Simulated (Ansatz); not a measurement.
**SiGeF (quartet): the correlation ladder at a displaced geometry (v1), cc-pVDZ**

How much of the correlation energy of SiGeF (quartet) does each wave-function method recover here?

Program: Ansatz 0.2.0, Gaussian basis. Level of theory: cc-pVDZ, core rule «outside noble gas», up to 20 orbitals frozen. These are calculated values, not measurements.

Plan: UHF; CCSD(T) on ROHF; CCSD(T) on UHF; BCCD(T) on ROHF; CISD; CCSDT(Q) on ROHF; CCSDT(Q) on UHF.

39 further runs of the same task are left out: 10 for a known fault of the program, 14 that didn't finish, 15 set aside as unsound or not needed.

**1. What is computed**

The geometry is a PBE0/def2-TZVP stationary point (not a proven minimum) with its atoms shifted at random (size 0.040 Å). No spin-orbit coupling is included. The filled d shell of Ge may be among the frozen orbitals whatever the setting's name suggests; the logs give the count.

3 atoms, charge 0, spin multiplicity 4.

Atoms are counted from 1 here; the program's logs count them from 0.

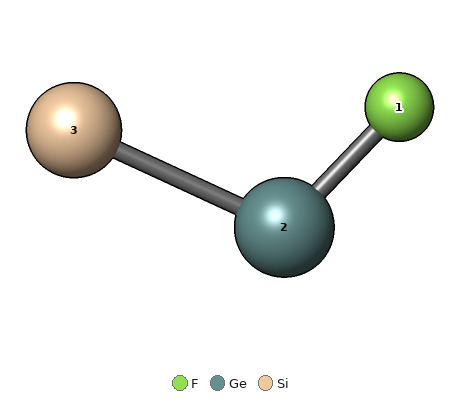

The geometry (fluorine green, germanium teal, silicon light orange); atoms are numbered from 1 in the order of the file.

In the tables R marks a restricted open-shell determinant and U an unrestricted one; energies count from the table's Hartree-Fock row.

**2. UHF**

in.yaml reads:

```yaml
crystal:
  periodic: [false, false, false]
  atoms:
    - {symbol: F, position_ang: [-0.010551, -1.068515, 1.380066]}
    - {symbol: Ge, position_ang: [-0.011384, 0.380578, 0.396294]}
    - {symbol: Si, position_ang: [0.036580, -0.261527, -1.958513]}
basis:
  gaussian: {orbitals: cc-pVDZ}
magnetization: {spin_polarized: true, initial_magnetization: 3}
hamiltonian: {xc: hf}
output: {orbitals: {seedname: orbitals}}
```

Run with:

```bash
ansatz run in.yaml --threads 1 --pin off --events-out ev --progress --plain --max-ram 2393MiB
```

Output:

```text
Functional definition: HF
  name "HF"
  cite "Fock, Z. Phys. 61, 126 (1930) doi:10.1007/BF01340294"
  parent pbe
  exchange = exact_x
  correlation = 0
645 factors; integrals over basis functions are off by at most 7.3e-4 eV
mean field evaluation 1: about -67037.9585 eV, gradient 1.8e1 eV
mean field evaluation 2: about -67037.9684 eV, gradient 1.8e1 eV
mean field evaluation 4: about -67039.6518 eV, gradient 2.3e0 eV
mean field evaluation 8: about -67039.7691 eV, gradient 1.8e-1 eV
mean field evaluation 16: about -67039.2891 eV, gradient 2.2e0 eV
mean field evaluation 32: about -67038.8593 eV, gradient 4.6e0 eV
mean field evaluation 64: about -67036.7684 eV, gradient 6.1e0 eV
mean field -67039.77215137 eV, -2463.6661853732 hartree, gradient 2.4e-5 eV, S^2 3.769984; 1 other end points of the search recorded, 0 dependent functions left out
reference -67039.77215137 eV, -2463.6661853732 hartree; 29, 26 occupied and 30, 33 virtual orbitals, 645 factors
Total energy: -67039.77215137 eV, -2463.6661853732 hartree
```

Wall time 2.8 s (1 thread of Arm Neoverse V2, shared host).

From the report: ⟨S²⟩ of the determinant 3.770 (pure quartet: 3.75).

**3. CCSD(T) on ROHF**

in.yaml: that of step 2 with these lines changed.

```diff
@@ -8,4 +8,4 @@
   gaussian: {orbitals: cc-pVDZ}
-magnetization: {spin_polarized: true, initial_magnetization: 3}
-hamiltonian: {xc: hf}
-output: {orbitals: {seedname: orbitals}}
+magnetization: {spin_polarized: false, initial_magnetization: 3}
+correlation: {method: ccsd_t, electrons: outside_noble_gas}
+output: {forces: true}
```

The command is unchanged.

Output (excerpt; [...] marks lines left out):

```text
Functional definition: HF
  name "HF"
  cite "Fock, Z. Phys. 61, 126 (1930) doi:10.1007/BF01340294"
  parent pbe
[...]
645 factors; integrals over basis functions are off by at most 7.3e-4 eV
[...]
mean field -67039.66175099 eV, -2463.6621282339 hartree, gradient 1.5e-6 eV, S^2 3.750000; 7 other end points of the search recorded, 0 dependent functions left out
[...]
determinant -67039.66175099 eV, -2463.6621282339 hartree, with singles and doubles -67049.07460882 eV, -2464.0080443791 hartree
determinant -67038.23494549 eV, -2463.6096940989 hartree, with singles and doubles -67047.41498774 eV, -2463.9470544291 hartree
determinant -67037.26269291 eV, -2463.5739644757 hartree, with singles and doubles -67046.69604776 eV, -2463.9206338722 hartree
determinant -67036.69598279 eV, -2463.5531382629 hartree, with singles and doubles -67046.46023884 eV, -2463.9119680544 hartree
20 core orbitals not correlated: weight in the atoms' cores, before any rotation towards them, 0.956 or more for the frozen orbitals, at most 0.044 for the correlated occupied ones
reference -67039.66175099 eV, -2463.6621282339 hartree; 9, 6 occupied and 30, 33 virtual orbitals, 645 factors
second order -8.68141605 eV of doubles, -0.05275492 eV of singles
cycle   1  -9.41359449 eV  change   -7.4e-4 eV  update   2.9e-3
[...]
cycle  12  -9.41455317 eV  change    2.8e-7 eV  update   4.0e-7
perturbative correction -0.28737883 eV, -0.0105609772 hartree
[...]
Total energy: -67049.36368299 eV, -2464.0186676589 hartree
Atom 0 at    -0.010551    -1.068515     1.380066 Å, force     0.001252    -0.636204     0.379958 eV/Å
Atom 1 at    -0.011384     0.380578     0.396294 Å, force    -0.004132     0.701532    -0.257626 eV/Å
Atom 2 at     0.036580    -0.261527    -1.958513 Å, force     0.002880    -0.065328    -0.122332 eV/Å
Dipole moment:    -0.003266     0.344237    -0.053817 e Å
```

Run time: 16 s. Hardware: 1 thread of Arm Neoverse V2, shared host.

From the report: correlation -9.7019 eV; T1 0.025; largest double amplitude 0.10.

**4. CCSD(T) on UHF**

in.yaml: that of step 3 with these lines changed.

```diff
@@ -8,3 +8,3 @@
   gaussian: {orbitals: cc-pVDZ}
-magnetization: {spin_polarized: false, initial_magnetization: 3}
+magnetization: {spin_polarized: true, initial_magnetization: 3}
 correlation: {method: ccsd_t, electrons: outside_noble_gas}
```

The command is unchanged.

Output (excerpt; [...] marks lines left out):

```text
Functional definition: HF
  name "HF"
  cite "Fock, Z. Phys. 61, 126 (1930) doi:10.1007/BF01340294"
  parent pbe
[...]
645 factors; integrals over basis functions are off by at most 7.3e-4 eV
[...]
mean field -67039.77215137 eV, -2463.6661853732 hartree, gradient 3.7e-6 eV, S^2 3.769984; 7 other end points of the search recorded, 0 dependent functions left out
determinant -67039.77215137 eV, -2463.6661853732 hartree, with singles and doubles -67049.08235734 eV, -2464.0083291319 hartree
determinant -67038.54624383 eV, -2463.6211341022 hartree, with singles and doubles -67047.43302272 eV, -2463.9477172024 hartree
determinant -67037.54284852 eV, -2463.5842600047 hartree, with singles and doubles -67046.66923056 eV, -2463.9196483585 hartree
determinant -67036.84658981 eV, -2463.5586729689 hartree, with singles and doubles -67046.47069397 eV, -2463.9123522734 hartree
20 core orbitals not correlated: weight in the atoms' cores, before any rotation towards them, 0.954 or more for the frozen orbitals, at most 0.046 for the correlated occupied ones
reference -67039.77215137 eV, -2463.6661853732 hartree; 9, 6 occupied and 30, 33 virtual orbitals, 645 factors
second order -8.58665866 eV of doubles, -0.00000000 eV of singles
cycle   1  -9.31062305 eV  change   -4.2e-4 eV  update   1.9e-3
[...]
cycle  12  -9.31095267 eV  change    5.3e-7 eV  update   4.3e-7
perturbative correction -0.28270522 eV, -0.0103892251 hartree
[...]
Total energy: -67049.36580926 eV, -2464.0187457978 hartree
Atom 0 at    -0.010551    -1.068515     1.380066 Å, force     0.001259    -0.636456     0.379726 eV/Å
Atom 1 at    -0.011384     0.380578     0.396294 Å, force    -0.004144     0.702062    -0.257284 eV/Å
Atom 2 at     0.036580    -0.261527    -1.958513 Å, force     0.002886    -0.065606    -0.122442 eV/Å
Dipole moment:    -0.003252     0.344220    -0.054637 e Å
```

It took 14 s on 1 thread of Arm Neoverse V2, shared host.

From the report: ⟨S²⟩ of the determinant 3.770 (pure quartet: 3.75); correlation -9.5937 eV; T1 0.022; largest double amplitude 0.10.

**5. BCCD(T) on ROHF**

in.yaml: that of step 4 with these lines changed.

```diff
@@ -8,4 +8,3 @@
   gaussian: {orbitals: cc-pVDZ}
-magnetization: {spin_polarized: true, initial_magnetization: 3}
-correlation: {method: ccsd_t, electrons: outside_noble_gas}
-output: {forces: true}
+magnetization: {spin_polarized: false, initial_magnetization: 3}
+correlation: {method: bccd_t, electrons: outside_noble_gas}
```

The command is unchanged.

Output (excerpt; [...] marks lines left out):

```text
Functional definition: HF
  name "HF"
  cite "Fock, Z. Phys. 61, 126 (1930) doi:10.1007/BF01340294"
  parent pbe
[...]
645 factors; integrals over basis functions are off by at most 7.3e-4 eV
[...]
mean field -67039.66175099 eV, -2463.6621282339 hartree, gradient 1.5e-6 eV, S^2 3.750000; 7 other end points of the search recorded, 0 dependent functions left out
[...]
determinant -67039.66175099 eV, -2463.6621282339 hartree, with singles and doubles -67049.07460882 eV, -2464.0080443791 hartree
determinant -67038.23494549 eV, -2463.6096940989 hartree, with singles and doubles -67047.41498774 eV, -2463.9470544291 hartree
determinant -67037.26269291 eV, -2463.5739644757 hartree, with singles and doubles -67046.69604776 eV, -2463.9206338722 hartree
determinant -67036.69598279 eV, -2463.5531382629 hartree, with singles and doubles -67046.46023884 eV, -2463.9119680544 hartree
20 core orbitals not correlated: weight in the atoms' cores, before any rotation towards them, 0.956 or more for the frozen orbitals, at most 0.044 for the correlated occupied ones
reference -67039.66175099 eV, -2463.6621282339 hartree; 9, 6 occupied and 30, 33 virtual orbitals, 645 factors
second order -8.68141605 eV of doubles, -0.05275492 eV of singles
cycle   1  -9.38006343 eV  change    3.3e-2 eV  update   1.5e-2
[...]
cycle  11  -9.38153064 eV  change   -3.7e-6 eV  update   9.6e-6
perturbative correction -0.32767677 eV, -0.0120418991 hartree
Total energy: -67049.37095840 eV, -2464.0189350251 hartree
```

Run time: 11 s. Hardware: 1 thread of Arm Neoverse V2, shared host.

From the report: correlation -9.7092 eV; largest double amplitude 0.10.

**6. CISD**

in.yaml: that of step 5 with these lines changed.

```diff
@@ -9,2 +9,2 @@
 magnetization: {spin_polarized: false, initial_magnetization: 3}
-correlation: {method: bccd_t, electrons: outside_noble_gas}
+correlation: {active_space: {ras: {orbitals: [6, 3, 30], electrons: 15, max_holes: 2, max_particles: 2}, fixed_orbitals: true}}
```

Launched as before.

Output:

```text
Functional definition: HF
  name "HF"
  cite "Fock, Z. Phys. 61, 126 (1930) doi:10.1007/BF01340294"
  parent pbe
  exchange = exact_x
  correlation = 0
645 factors; integrals over basis functions are off by at most 7.3e-4 eV
mean field evaluation 1: about -67037.8270 eV, gradient 2.7e1 eV
mean field evaluation 2: about -67037.8366 eV, gradient 2.7e1 eV
mean field evaluation 4: about -67039.6207 eV, gradient 1.5e0 eV
mean field evaluation 8: about -67039.6617 eV, gradient 4.9e-2 eV
mean field evaluation 16: about -67038.2319 eV, gradient 4.8e-1 eV
mean field evaluation 32: about -67038.6159 eV, gradient 4.7e0 eV
mean field -67039.66175099 eV, -2463.6621282339 hartree, gradient 1.5e-6 eV, S^2 3.750000; 5 other end points of the search recorded, 0 dependent functions left out
reference -67039.66175099 eV, -2463.6621282339 hartree; 29, 26 occupied and 30, 33 virtual orbitals, 645 factors
state -67048.06797754 eV, -2463.9710513618 hartree
Total energy: -67048.06797754 eV, -2463.9710513618 hartree
```

Run time: 21 s. Hardware: 1 thread of Arm Neoverse V2, shared host.

From the report: 215,027 determinants.

**7. CCSDT(Q) on ROHF**

in.yaml: that of step 6 with these lines changed.

```diff
@@ -9,2 +9,2 @@
 magnetization: {spin_polarized: false, initial_magnetization: 3}
-correlation: {active_space: {ras: {orbitals: [6, 3, 30], electrons: 15, max_holes: 2, max_particles: 2}, fixed_orbitals: true}}
+correlation: {method: ccsdt_q, electrons: outside_noble_gas}
```

Same command.

Output (excerpt; [...] marks lines left out):

```text
Functional definition: HF
  name "HF"
  cite "Fock, Z. Phys. 61, 126 (1930) doi:10.1007/BF01340294"
  parent pbe
[...]
1123 factors; integrals over basis functions are off by at most 1.5e-7 eV
[...]
mean field -67039.66201721 eV, -2463.6621380175 hartree, gradient 1.6e-6 eV, S^2 3.750000; 7 other end points of the search recorded, 0 dependent functions left out
[...]
determinant -67039.66201721 eV, -2463.6621380175 hartree, with singles and doubles -67049.07488133 eV, -2464.0080543936 hartree
determinant -67038.23520883 eV, -2463.6097037768 hartree, with singles and doubles -67047.41527028 eV, -2463.9470648123 hartree
determinant -67037.26296668 eV, -2463.5739745365 hartree, with singles and doubles -67046.69632952 eV, -2463.9206442269 hartree
determinant -67036.69624373 eV, -2463.5531478522 hartree, with singles and doubles -67046.46052028 eV, -2463.9119783971 hartree
20 core orbitals not correlated: weight in the atoms' cores, before any rotation towards them, 0.956 or more for the frozen orbitals, at most 0.044 for the correlated occupied ones
reference -67039.66201721 eV, -2463.6621380175 hartree; 9, 6 occupied and 30, 33 virtual orbitals, 1123 factors
second order -8.68142343 eV of doubles, -0.05275439 eV of singles
cycle   1  -9.02057526 eV  change   -2.8e-1 eV  update   1.2e-1
[...]
cycle  23  -9.74579584 eV  change    2.7e-7 eV  update   6.7e-7
perturbative correction -0.02622675 eV, -0.0009638153 hartree
Total energy: -67049.43403980 eV, -2464.0212532239 hartree
```

Run time: 73 s. Hardware: 1 thread of Arm Neoverse V2, shared host; peak memory 0.85 GiB.

From the report: correlation -9.7720 eV; T1 0.026; largest double amplitude 0.12.

**8. CCSDT(Q) on UHF**

in.yaml: that of step 7 with these lines changed.

```diff
@@ -8,3 +8,3 @@
   gaussian: {orbitals: cc-pVDZ}
-magnetization: {spin_polarized: false, initial_magnetization: 3}
+magnetization: {spin_polarized: true, initial_magnetization: 3}
 correlation: {method: ccsdt_q, electrons: outside_noble_gas}
```

The command is unchanged.

Output (excerpt; [...] marks lines left out):

```text
Functional definition: HF
  name "HF"
  cite "Fock, Z. Phys. 61, 126 (1930) doi:10.1007/BF01340294"
  parent pbe
[...]
1123 factors; integrals over basis functions are off by at most 1.5e-7 eV
[...]
mean field -67039.77241683 eV, -2463.6661951287 hartree, gradient 3.7e-6 eV, S^2 3.769984; 7 other end points of the search recorded, 0 dependent functions left out
determinant -67039.77241683 eV, -2463.6661951287 hartree, with singles and doubles -67049.08262996 eV, -2464.0083391506 hartree
determinant -67038.54651135 eV, -2463.6211439331 hartree, with singles and doubles -67047.43330650 eV, -2463.9477276314 hartree
determinant -67037.54312813 eV, -2463.5842702800 hartree, with singles and doubles -67046.66951585 eV, -2463.9196588425 hartree
determinant -67036.84685091 eV, -2463.5586825640 hartree, with singles and doubles -67046.47097222 eV, -2463.9123624987 hartree
20 core orbitals not correlated: weight in the atoms' cores, before any rotation towards them, 0.954 or more for the frozen orbitals, at most 0.046 for the correlated occupied ones
reference -67039.77241683 eV, -2463.6661951287 hartree; 9, 6 occupied and 30, 33 virtual orbitals, 1123 factors
second order -8.58666664 eV of doubles, -0.00000000 eV of singles
cycle   1  -8.90049477 eV  change   -3.1e-1 eV  update   1.2e-1
[...]
cycle  22  -9.63843087 eV  change    1.4e-6 eV  update   9.0e-7
perturbative correction -0.03126204 eV, -0.0011488589 hartree
Total energy: -67049.44210974 eV, -2464.0215497889 hartree
```

Wall time 61 s (1 thread of Arm Neoverse V2, shared host); peak memory 0.63 GiB.

From the report: ⟨S²⟩ of the determinant 3.770 (pure quartet: 3.75); correlation -9.6697 eV; T1 0.024; largest double amplitude 0.12.

**9. Misses and costs**

The yardstick is UCCSDT(Q), where the cluster series has nearly closed. Rows without a time come out of other runs: HF, MP2 and CCSD of CCSD(T), CCSDT of CCSDT(Q). The times of RCCSD(T), UCCSD(T) include forces.

Differences are taken before rounding.

```tsv
method	energy from the lowest RHF (meV)	from UCCSDT(Q) (meV)	time
RHF	0.0	+9780.4	
UHF	-110.4	+9670.0	
RMP2	-8734.2	+1046.2	
UMP2	-8697.1	+1083.3	
RCCSD	-9414.6	+365.8	
UCCSD	-9421.4	+359.0	
RCCSD(T)	-9701.9	+78.4	16 s
UCCSD(T)	-9704.1	+76.3	14 s
BCCD(T)	-9709.2	+71.2	11 s
RCCSDT	-9746.1	+34.3	
UCCSDT	-9749.1	+31.3	
RCCSDT(Q)	-9772.3	+8.1	73 s
UCCSDT(Q)	-9780.4	0	61 s
```

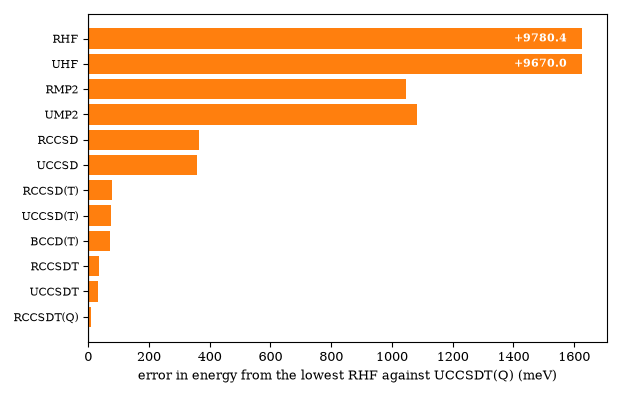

Error of each method against UCCSDT(Q). Bars with a number in them are cut short.

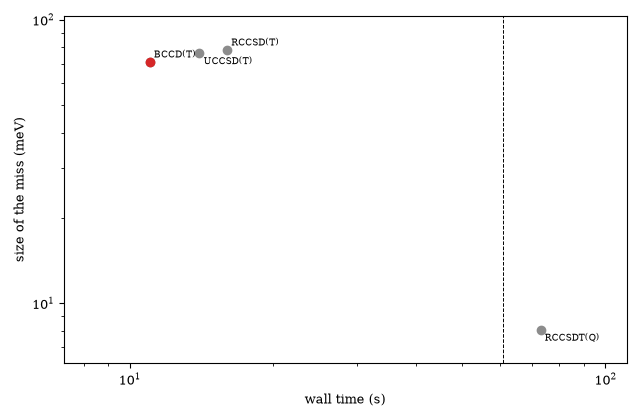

Miss against cost. Red marks the levels that no quicker level drawn beats (of those quicker than the yardstick), and the dashed line is the time of UCCSDT(Q). Times are from a shared host.

Not comparable, so not listed: CISD (they don't share determinant, frozen orbitals or solution with the rows shown, or repeat one).

**10. Summary of results**

| quantity | value |
| --- | --- |
| UCCSDT(Q) below the RHF energy | -9.7804 eV |
| RMP2 from UCCSDT(Q) | +1046.2 meV |
| UMP2 from UCCSDT(Q) | +1083.3 meV |
| RCCSD from UCCSDT(Q) | +365.8 meV |
| RCCSD(T) from UCCSDT(Q) | +78.4 meV |
| UCCSD(T) from UCCSDT(Q) | +76.3 meV |
| RCCSDT(Q) from UCCSDT(Q) | +8.1 meV |
| levels within 1 kcal/mol (43 meV) | RCCSDT, UCCSDT, RCCSDT(Q) |
| T1 diagnostic | 0.025 |

In words: RCCSD(T) misses by +78.4 meV, 0.8 % of the correlation energy. These misses are within one basis, not against nature; the frozen cores of restricted and unrestricted runs differ, which can shift their rows.

BCCD(T) reaches 71.2 meV from the reference in 11 s, where UCCSDT(Q) took 61 s.
